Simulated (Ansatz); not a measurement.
# GeH4O (singlet): RPA-PBE over vertical spin and charge gaps and displaced geometries, cc-pVDZ

Aim: run GeH4O (singlet) with these functionals over vertical spin and charge gaps and displaced geometries, and hold them against the top wave-function level at the same points.

Computed with Ansatz 0.2.0, Gaussian basis. Level: cc-pVDZ, all electrons in the functionals, frozen cores in the correlation of double hybrids and RPA.

Plan: RPA-PBE, at charge 0, singlet; charge 0, triplet; charge 1, doublet; displaced geometry v1; displaced geometry v2.

17 further runs of the same task are left out: 1 for a known fault of the program, 6 that didn't finish, 10 set aside as unsound or not needed.

## 1. The geometry

The geometry is a PBE0/def2-TZVP stationary point (not a proven minimum). No spin-orbit coupling is included. The filled d shell of Ge may be among the frozen orbitals whatever the setting's name suggests; the logs give the count.

6 atoms, charge 0, spin multiplicity 1.

Atoms are counted from 1 here; the program's logs count them from 0.

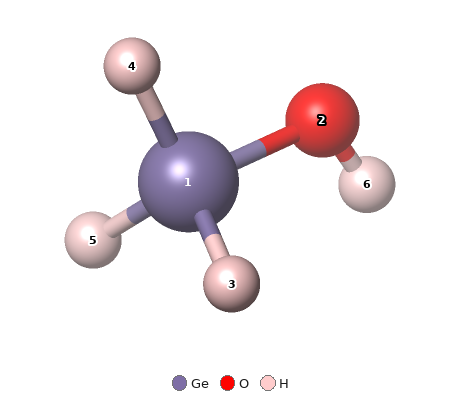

The geometry (germanium purple, oxygen red, hydrogen pink); atoms are numbered from 1 in the order of the file.

No dispersion term is added.

The geometry shown and the zero of energy belong to the point charge 0, singlet. The yardstick, RCCSDT(Q), and other wave-function levels (R restricted, U unrestricted, valence and pair active spaces) come from earlier runs.

## 2. RPA-PBE, charge 0, singlet

Contents of in.yaml:

```yaml
crystal:
  periodic: [false, false, false]
  atoms:
    - {symbol: Ge, position_ang: [0.000000, -0.011677, 0.315636]}
    - {symbol: O, position_ang: [0.000000, 0.105329, -1.463675]}
    - {symbol: H, position_ang: [1.259685, -0.760144, 0.793059]}
    - {symbol: H, position_ang: [0.000000, 1.443682, 0.790510]}
    - {symbol: H, position_ang: [-1.259685, -0.760144, 0.793059]}
    - {symbol: H, position_ang: [0.000000, -0.753786, -1.890382]}
basis:
  gaussian: {orbitals: cc-pVDZ}
hamiltonian: {xc: {name: PBE}}
correlation: {method: rpa, electrons: outside_noble_gas}
```

Run with:

```bash
$ ansatz run in.yaml --threads 1 --pin off --events-out ev --progress --plain --max-ram 2393MiB
```

The log of the run:

```text
Functional definition: PBE
  name "PBE"
  cite "Perdew, Burke & Ernzerhof, Phys. Rev. Lett. 77, 3865 (1996) doi:10.1103/PhysRevLett.77.3865"
  parent pbe
  parameter kappa = 0.804
  parameter beta = 0.06672455060314922
  exchange = pbe_x(kappa = kappa, mu = beta*pi^2/3)
  correlation = pbe_c(beta = beta)
626 factors; integrals over basis functions are off by at most 1.4e-3 eV
mean field evaluation 1: about -58613.4334 eV, gradient 5.4e1 eV
mean field evaluation 2: about -58613.4324 eV, gradient 5.4e1 eV
mean field evaluation 4: about -58618.2751 eV, gradient 9.0e0 eV
mean field evaluation 8: about -58618.6001 eV, gradient 5.4e-1 eV
mean field evaluation 16: about -58618.6008 eV, gradient 2.9e-5 eV
mean field -58618.60076778 eV, -2154.1938451011 hartree, gradient 2.1e-6 eV, S^2 0.000000; 0 other end points of the search recorded, 0 dependent functions left out
15 core orbitals not correlated: weight in the atoms' cores, before any rotation towards them, 0.984 or more for the frozen orbitals, at most 0.014 for the correlated occupied ones
reference -58572.55032721 eV, -2152.5015226244 hartree; 7, 7 occupied and 39, 39 virtual orbitals, 626 factors
Total energy: -58586.15053201 eV, -2153.0013209322 hartree
```

Run time: 3.4 s. Hardware: 1 thread of Intel Xeon at 2.50GHz, shared host.

## 3. RPA-PBE, charge 0, triplet

Changes to in.yaml since step 2:

```diff
@@ -11,2 +11,3 @@
   gaussian: {orbitals: cc-pVDZ}
+magnetization: {spin_polarized: true, initial_magnetization: 2}
 hamiltonian: {xc: {name: PBE}}
```

Same command.

The log of the run, shortened:

```text
Functional definition: PBE
  name "PBE"
  cite "Perdew, Burke & Ernzerhof, Phys. Rev. Lett. 77, 3865 (1996) doi:10.1103/PhysRevLett.77.3865"
  parent pbe
[...]
626 factors; integrals over basis functions are off by at most 1.4e-3 eV
[...]
mean field -58612.55666465 eV, -2153.9717284081 hartree, gradient 3.9e-6 eV, S^2 2.003245; 9 other end points of the search recorded, 0 dependent functions left out
15 core orbitals not correlated: weight in the atoms' cores, before any rotation towards them, 0.964 or more for the frozen orbitals, at most 0.034 for the correlated occupied ones
reference -58565.29530617 eV, -2152.2349055188 hartree; 8, 6 occupied and 38, 40 virtual orbitals, 626 factors
Total energy: -58579.67091438 eV, -2152.7631993763 hartree
```

Run time: 20 s. Hardware: 1 thread of Intel Xeon at 2.50GHz, shared host.

From the report: ⟨S²⟩ of the determinant 2.003 (pure triplet: 2.00).

From charge 0, singlet: +6.480 eV.

## 4. RPA-PBE, charge 1, doublet

Changes to in.yaml since step 3:

```diff
@@ -11,3 +11,4 @@
   gaussian: {orbitals: cc-pVDZ}
-magnetization: {spin_polarized: true, initial_magnetization: 2}
+total_charge: 1
+magnetization: {spin_polarized: true, initial_magnetization: 1}
 hamiltonian: {xc: {name: PBE}}
```

Launched as before.

The log of the run, shortened:

```text
Functional definition: PBE
  name "PBE"
  cite "Perdew, Burke & Ernzerhof, Phys. Rev. Lett. 77, 3865 (1996) doi:10.1103/PhysRevLett.77.3865"
  parent pbe
[...]
626 factors; integrals over basis functions are off by at most 1.4e-3 eV
[...]
mean field -58608.22663767 eV, -2153.8126028516 hartree, gradient 1.1e-6 eV, S^2 0.754993; 3 other end points of the search recorded, 0 dependent functions left out
15 core orbitals not correlated: weight in the atoms' cores, before any rotation towards them, 0.970 or more for the frozen orbitals, at most 0.029 for the correlated occupied ones
reference -58561.78839547 eV, -2152.1060289277 hartree; 7, 6 occupied and 39, 40 virtual orbitals, 626 factors
Total energy: -58575.58662686 eV, -2152.6131045785 hartree
```

Wall time 12 s (1 thread of Intel Xeon at 2.50GHz, shared host).

From the report: ⟨S²⟩ of the determinant 0.755 (pure doublet: 0.75).

From charge 0, singlet: +10.564 eV.

## 5. RPA-PBE, displaced geometry v1

Contents of in.yaml:

```yaml
crystal:
  periodic: [false, false, false]
  atoms:
    - {symbol: Ge, position_ang: [0.001676, -0.008929, 0.319644]}
    - {symbol: O, position_ang: [0.000843, 0.091935, -1.470820]}
    - {symbol: H, position_ang: [1.308492, -0.714228, 0.743300]}
    - {symbol: H, position_ang: [-0.053970, 1.426783, 0.770554]}
    - {symbol: H, position_ang: [-1.356039, -0.760863, 0.721614]}
    - {symbol: H, position_ang: [-0.032644, -0.767524, -1.924643]}
basis:
  gaussian: {orbitals: cc-pVDZ}
hamiltonian: {xc: {name: PBE}}
correlation: {method: rpa, electrons: outside_noble_gas}
```

Launched as before.

The log of the run, shortened:

```text
Functional definition: PBE
  name "PBE"
  cite "Perdew, Burke & Ernzerhof, Phys. Rev. Lett. 77, 3865 (1996) doi:10.1103/PhysRevLett.77.3865"
  parent pbe
[...]
626 factors; integrals over basis functions are off by at most 1.2e-3 eV
[...]
mean field -58618.54961320 eV, -2154.1919652051 hartree, gradient 1.0e-6 eV, S^2 0.000000; 0 other end points of the search recorded, 0 dependent functions left out
15 core orbitals not correlated: weight in the atoms' cores, before any rotation towards them, 0.986 or more for the frozen orbitals, at most 0.012 for the correlated occupied ones
reference -58572.45193681 eV, -2152.4979068438 hartree; 7, 7 occupied and 39, 39 virtual orbitals, 626 factors
Total energy: -58586.08702327 eV, -2152.9989870290 hartree
```

It took 3.5 s on 1 thread of Intel Xeon at 2.50GHz, shared host.

From charge 0, singlet: +0.064 eV.

## 6. RPA-PBE, displaced geometry v2

Contents of in.yaml:

```yaml
crystal:
  periodic: [false, false, false]
  atoms:
    - {symbol: Ge, position_ang: [0.030382, -0.010077, 0.314923]}
    - {symbol: O, position_ang: [-0.134492, 0.115303, -1.452794]}
    - {symbol: H, position_ang: [1.201814, -0.782594, 0.795759]}
    - {symbol: H, position_ang: [0.025237, 1.365962, 0.811425]}
    - {symbol: H, position_ang: [-1.337507, -0.856997, 0.711091]}
    - {symbol: H, position_ang: [0.055709, -0.830376, -1.953384]}
basis:
  gaussian: {orbitals: cc-pVDZ}
hamiltonian: {xc: {name: PBE}}
correlation: {method: rpa, electrons: outside_noble_gas}
```

The command is unchanged.

The log of the run, shortened:

```text
Functional definition: PBE
  name "PBE"
  cite "Perdew, Burke & Ernzerhof, Phys. Rev. Lett. 77, 3865 (1996) doi:10.1103/PhysRevLett.77.3865"
  parent pbe
[...]
626 factors; integrals over basis functions are off by at most 1.5e-3 eV
[...]
mean field -58618.14152191 eV, -2154.1769681267 hartree, gradient 6.8e-6 eV, S^2 0.000000; 0 other end points of the search recorded, 0 dependent functions left out
15 core orbitals not correlated: weight in the atoms' cores, before any rotation towards them, 0.985 or more for the frozen orbitals, at most 0.013 for the correlated occupied ones
reference -58571.84470877 eV, -2152.4755916251 hartree; 7, 7 occupied and 39, 39 virtual orbitals, 626 factors
Total energy: -58585.66402321 eV, -2152.9834420635 hartree
```

Wall time 3.5 s (1 thread of Intel Xeon at 2.50GHz, shared host).

From charge 0, singlet: +0.487 eV.

## 7. Against the wave-function levels

The yardstick is RCCSDT(Q), where the cluster series has nearly closed. It comes from earlier runs at the same points. Energies in eV, counted from charge 0, singlet; blanks weren't run or aren't comparable.

| level | singlet to triplet | ionisation to the doublet cation | displacement v1 | displacement v2 |
| --- | --- | --- | --- | --- |
| RCCSDT(Q) | 6.773 | 10.797 | 0.072 | 0.528 |
| RPA-PBE | 6.480 | 10.564 | 0.064 | 0.487 |

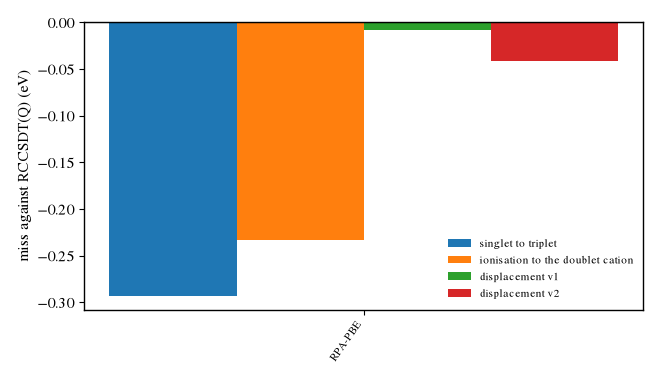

Misses of the gaps against RCCSDT(Q).

Largest miss and mean time a point (RCCSDT(Q) took 2.1 min a point; shared hosts):

| level | largest miss (eV) | where | time a point |
| --- | --- | --- | --- |
| RPA-PBE | -0.293 | singlet to triplet | 8.3 s |

## 8. Results

| quantity | value |
| --- | --- |
| singlet to triplet, RCCSDT(Q) | 6.773 eV |
| ionisation to the doublet cation, RCCSDT(Q) | 10.797 eV |
| displacement v1, RCCSDT(Q) | 0.072 eV |
| displacement v2, RCCSDT(Q) | 0.528 eV |
| largest miss, RPA-PBE | -0.293 eV (singlet to triplet) |

In words: RPA-PBE strays by up to 0.293 eV, at singlet to triplet. Functionals and the yardstick converge differently with the basis, so part of each miss in cc-pVDZ is the basis.
